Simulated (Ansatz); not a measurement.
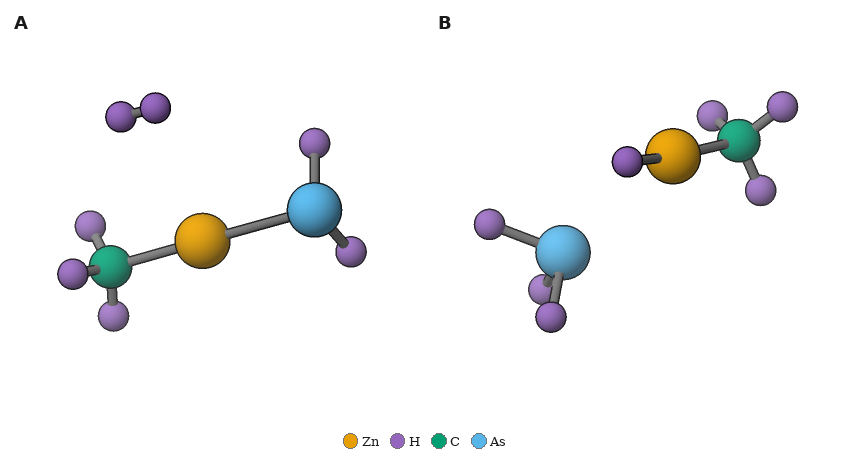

2 stationary structures of one formula. Geometries: PBE0-D4/def2-TZVP. Electronic energies: CCSD(T)/CBS estimate with 3s3p of Cu, Zn: MP2 correlation extrapolated from def2-TZVPP and def2-QZVPP, CCSD(T) minus MP2 from the smaller set (Ansatz 0.2.0), without zero-point energy. Each is one conformer, not always the lowest.

### Which is lowest in energy, and by how much?

A is lowest (a minimum); B lies 0.505 eV above it (a minimum).

Give E(B) − E(A) in eV at these levels too: PBE0-D4/def2-SVP; RHF/STO-3G; r2SCAN-D4/def2-TZVPP; SPW92 (LDA)/def2-TZVPP; RHF-CCSD(T) (frozen core) with 3s3p of Cu, Zn/def2-SVP; ωB97M-V/def2-TZVPP; r2SCAN0-D4/def2-TZVPP; B3LYP-D4/6-31G.

```csv
level,E(B) − E(A) (eV)
PBE0-D4/def2-SVP,+0.388
RHF/STO-3G,+0.199
r2SCAN-D4/def2-TZVPP,+0.435
SPW92 (LDA)/def2-TZVPP,+0.320
"RHF-CCSD(T) (frozen core) with 3s3p of Cu, Zn/def2-SVP",+0.366
ωB97M-V/def2-TZVPP,+0.405
r2SCAN0-D4/def2-TZVPP,+0.436
B3LYP-D4/6-31G,+0.400
```
